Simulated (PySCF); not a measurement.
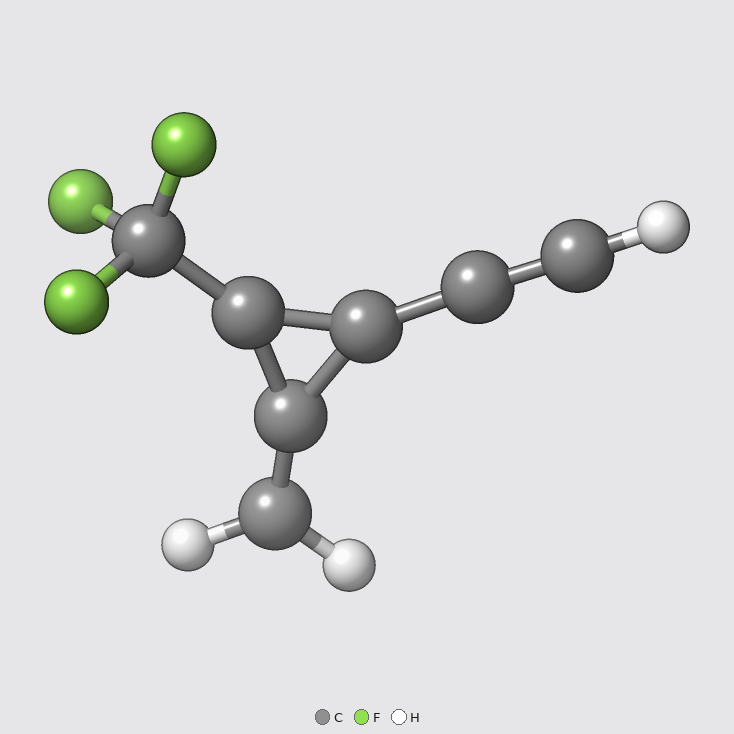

Rendered structure (ball-and-stick style). Every bond is drawn as one stick, whatever its order.

The computed structure is the end point of a GFN2-xTB optimisation. No frequency run is at hand to confirm it as a minimum.

Count the atoms of each element.

Answer. C₇H₃F₃, 13 atoms: 7 carbon, 3 hydrogen and 3 fluorine.

Which point group does it belong to?

Answer. Cs.

Name some functional groups or characteristic bonds that it holds.

Answer. Among them: alkene, alkyne, C–F bond.

The parts below concern this one geometry. Atoms keep their numbers from picture to picture.

**Shape**

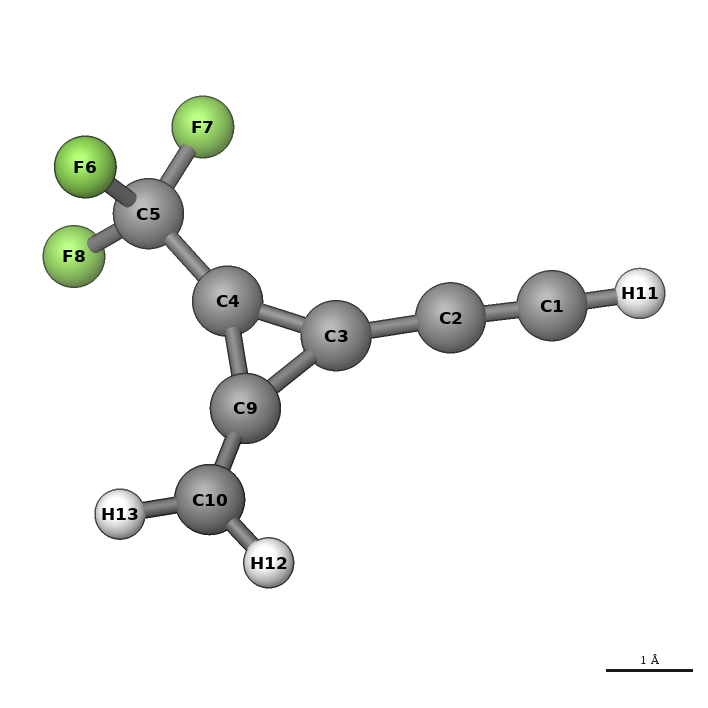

The atoms are numbered. No frequency run is at hand to confirm it as a minimum.

Describe the coordination of atom 10.

Answer. C10 has 3 neighbours (C9 at 1.31, H12 at 1.08, H13 at 1.08 Å); the arrangement is trigonal planar.

How are the neighbours of atom 1 arranged?

Answer. C1 has 2 neighbours (C2 at 1.21, H11 at 1.05 Å); the arrangement is linear.

Describe the coordination of atom 5.

Answer. C5 has 4 neighbours (C4 at 1.47, F6 at 1.35, F7 at 1.34, F8 at 1.35 Å); the arrangement is tetrahedral.

What is the geometry at C2?

Answer. C2 has 2 neighbours (C1 at 1.21, C3 at 1.37 Å); the arrangement is linear.

What is the dihedral angle C5–C4–C9–C10?

Answer. 0° in size, that is syn (eclipsed).

**Ring current**

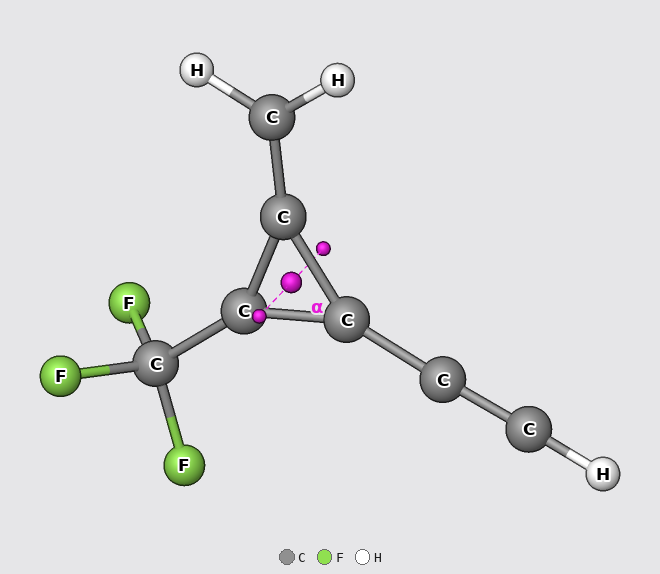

The small points mark where nucleus-independent chemical shifts (NICS) were computed: at the centre of each lettered ring and 1 Å above and below it. No frequency run is at hand to confirm it as a minimum. Level of theory: GIAO PBE0/pcSseg-1 NMR shielding, non-relativistic, gas phase (PySCF 2.14.0).

Give NICS(0), NICS(1) and the out-of-plane component NICS(1)zz for each ring (means of the two sides).

```
ring  members  NICS(0)  NICS(1)  NICS(1)zz
   α       C3    −25.2     −7.1       −9.2
```

Values in ppm.

**Charges**

The questions are on IAO charges. No frequency run is at hand to confirm it as a minimum. Method: PBE0/pcSseg-1, gas phase (PySCF 2.14.0).

Which atom carries the highest charge (most positive or least negative)?

Answer. C5 (0.81 e).

And the lowest?

Answer. C10 (−0.42 e).

List the IAO charges.

```tsv
atom	value (e)
C1	−0.16
C2	−0.03
C3	0.05
C4	−0.03
C5	0.81
F6	−0.27
F7	−0.27
F8	−0.27
C9	0.06
C10	−0.42
H11	0.22
H12	0.16
H13	0.16
```

**Dipole moment**

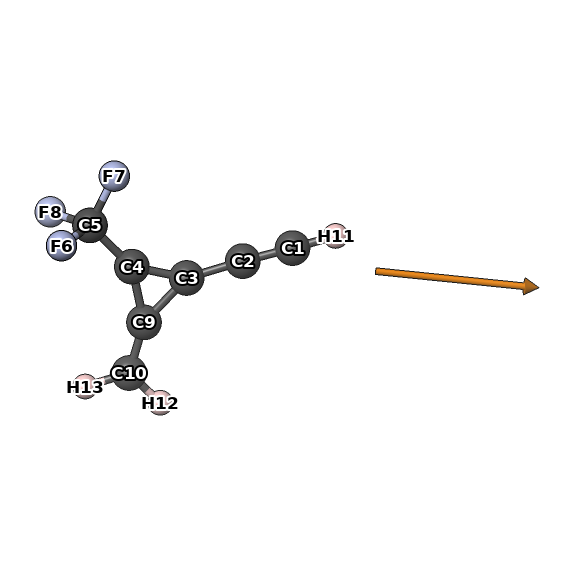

The arrow beside the molecule shows the direction of the dipole moment, from the negative to the positive end (its length means nothing). No frequency run is at hand to confirm it as a minimum. Level of theory: PBE0/pcSseg-1, gas phase (PySCF 2.14.0).

How large is the dipole moment?

Answer. 2.70 D; it points from the side of F6, F8 to the side of H11 (the outermost atoms at the two ends).
